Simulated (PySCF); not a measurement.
```yaml
atoms:
  - { symbol: C, position_ang: [2.9535, -0.1255, -0.1160] }
  - { symbol: N, position_ang: [1.7675, 0.4154, -0.6986] }
  - { symbol: C, position_ang: [0.5846, 0.1593, -0.6875] }
  - { symbol: Si, position_ang: [-0.7394, -0.9873, -0.0463] }
  - { symbol: O, position_ang: [-1.8402, -0.1023, 0.7549] }
  - { symbol: C, position_ang: [-2.5536, 1.0113, 0.3229] }
  - { symbol: H, position_ang: [2.7410, -0.9713, 0.5468] }
  - { symbol: H, position_ang: [3.4505, 0.6676, 0.4432] }
  - { symbol: H, position_ang: [3.6153, -0.4452, -0.9213] }
  - { symbol: H, position_ang: [-0.4846, -1.9550, 1.0186] }
  - { symbol: H, position_ang: [-1.2443, -1.5948, -1.2828] }
  - { symbol: H, position_ang: [-3.0505, 1.4538, 1.1883] }
  - { symbol: H, position_ang: [-3.3088, 0.7210, -0.4132] }
  - { symbol: H, position_ang: [-1.8916, 1.7525, -0.1313] }
```

Geometry: GFN2-xTB.

Computed with PySCF, UKS B3LYP, pcH-1 on C H N O Si, non-relativistic, mean-field spin-orbit, GIAO.

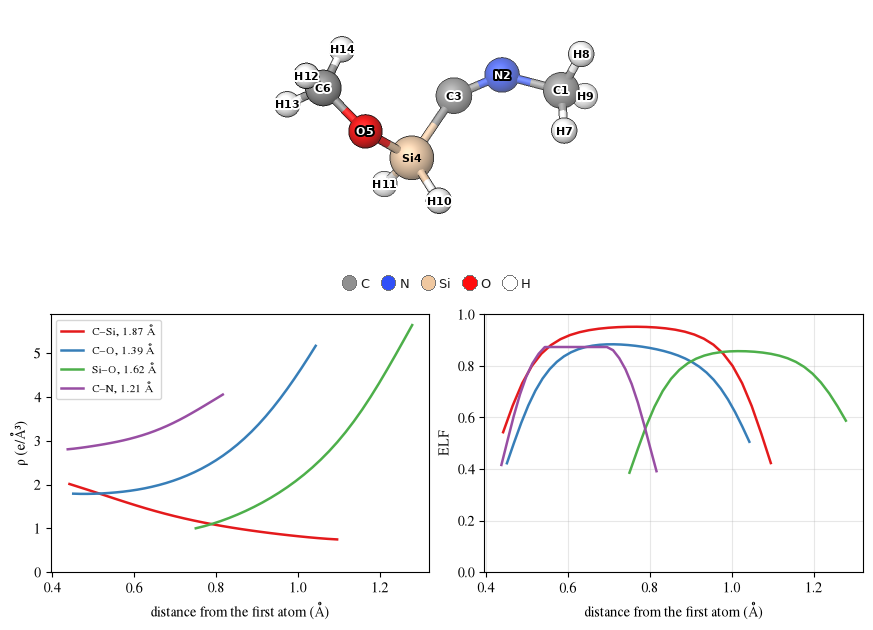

C₃H₈NOSi (SMILES C/N=[C]\[SiH2]OC) (doublet). Electron density and electron localisation function along straight lines between neighbouring atoms. The curves leave out the atomic cores. The structure is drawn too.

Q: Compare the contacts.

A: C–Si (1.87 Å): ρ is about 0.89 e/Å³ halfway; the ELF peaks at about 0.95 between the atoms, as expected for localised, covalent bonding.
C–O (1.39 Å): the density is about 2.1 e/Å³ at the midpoint, with its minimum of 1.8 e/Å³ about 0.5 Å from C; the ELF peaks at about 0.90 between the atoms (a polar covalent bond).
Si–O (1.62 Å): ρ at the midpoint is about 1.2 e/Å³; the ELF peaks at about 0.85 between the atoms (a polar covalent bond).
C–N (1.21 Å): the density is about 3.1 e/Å³ at the midpoint; the ELF peaks at about 0.85 between the atoms (a short, multiple covalent bond).
